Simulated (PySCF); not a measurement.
Consider CH2Al2Cl3F3.

```xyz
11

F    -2.2992    1.0897    0.2399
C    -1.9903   -0.0635    1.0172
F    -2.3055   -1.0767    0.0614
Al   -0.5428    0.0284   -0.3382
Cl    0.9173    1.5713    0.1005
Al    2.4231    0.0038   -0.2685
F     2.7651    0.1293   -1.8772
Cl    3.7800   -0.1275    1.2151
Cl    0.8950   -1.5841   -0.1555
H    -2.7484   -0.1263    1.7987
H    -0.8888    0.1583   -1.8195
```

Geometry: GFN2-xTB.

Theory: PySCF 2.14.0, PBE0/pcSseg-1, SCF density, gas phase, non-relativistic.

Predict the electron density and electron localisation function between the atoms.

Answer. Al–F (1.65 Å): the density is about 0.87 e/Å³ at the midpoint; the ELF peaks at about 0.85 in the valence shell of F, 0.6 Å from its nucleus, and is about 0.35 at the midpoint.
C–Al (1.99 Å): ρ is about 0.57 e/Å³ halfway; the ELF peaks at about 0.85 in the valence shell of C, 0.7 Å from its nucleus, and is about 0.70 at the midpoint.
Al–Cl (2.01 Å): the density is about 0.86 e/Å³ at the midpoint; the ELF peaks at about 0.85 in the valence shell of Cl, 0.9 Å from its nucleus, and is about 0.80 at the midpoint.
C–H (1.09 Å): the density is about 2.1 e/Å³ at the midpoint; the ELF climbs to about 1 towards the hydrogen, as it does in any bond to H; an ordinary covalent bond to hydrogen.

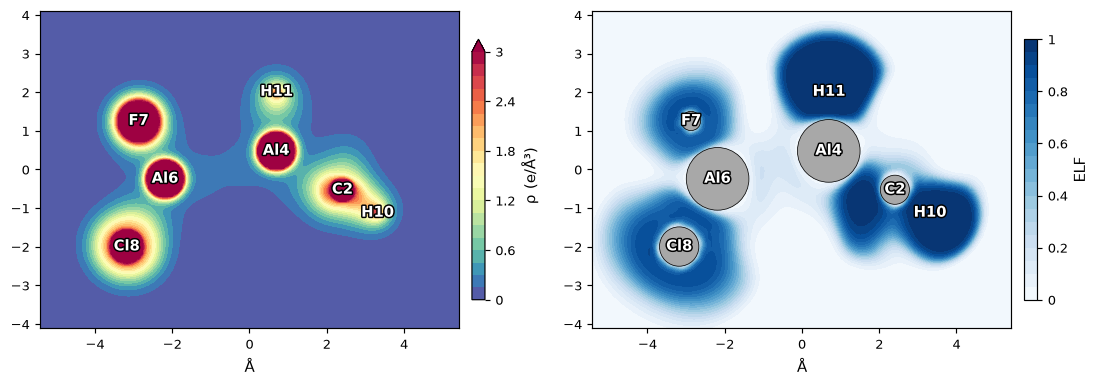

Computed electron density and electron localisation function on the plane of atoms C2, Al4 and H11, in this order. Grey discs cover the atomic cores in the ELF map. 
